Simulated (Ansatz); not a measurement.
System: Ru2Pt.

```
CELL_PARAMETERS angstrom
2.60989 0.00000 0.00000
0.00000 2.60989 0.00000
0.00000 0.00000 11.16412
ATOMIC_POSITIONS crystal
Ru 0.00000 0.00000 0.32688
Ru 0.50000 0.50000 0.82688
Ru 0.50000 0.50000 0.17312
Ru 0.00000 0.00000 0.67312
Pt 0.00000 0.00000 0.00000
Pt 0.50000 0.50000 0.50000
```

Space group I4/mmm; a generated structure, not necessarily the stable one; changed on purpose from its base cell (volume × 0.88, shape and atoms relaxed); computed pressure about 50 GPa in this cell; computed without spin polarisation.

All numbers below come from DFT PBE, scalar-relativistic, plane waves, PAW in Ansatz 0.2.0.

Question: What will maps of the valence pseudo-density and electron localisation function show?

Answer: Ru–Ru (2.52 Å): ρ at the midpoint is about 0.55 e/Å³; the ELF is about 0.35 at the midpoint.
Ru–Pt (2.67 Å): the density is about 0.43 e/Å³ at the midpoint; the ELF is about 0.30 at the midpoint; no localised pair shows between them.

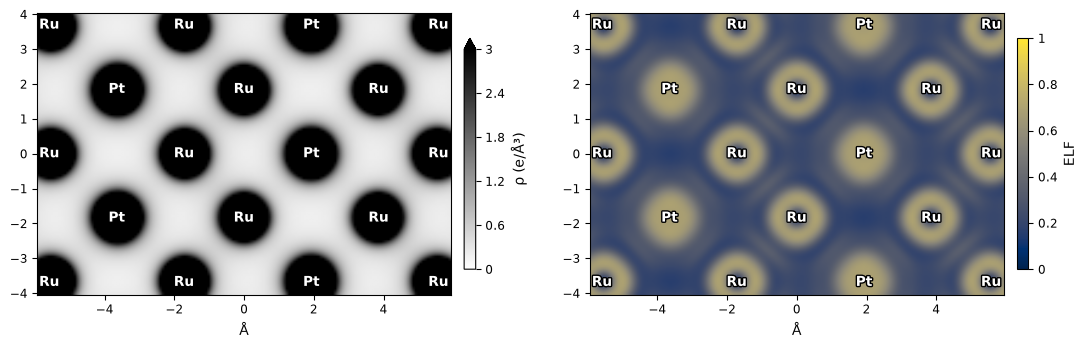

Computed valence pseudo-density and electron localisation function on the (11̄0) plane of the conventional cell, in this order. 

Core electrons are frozen (PAW), and the valence fields are smoothed inside the atomic spheres.
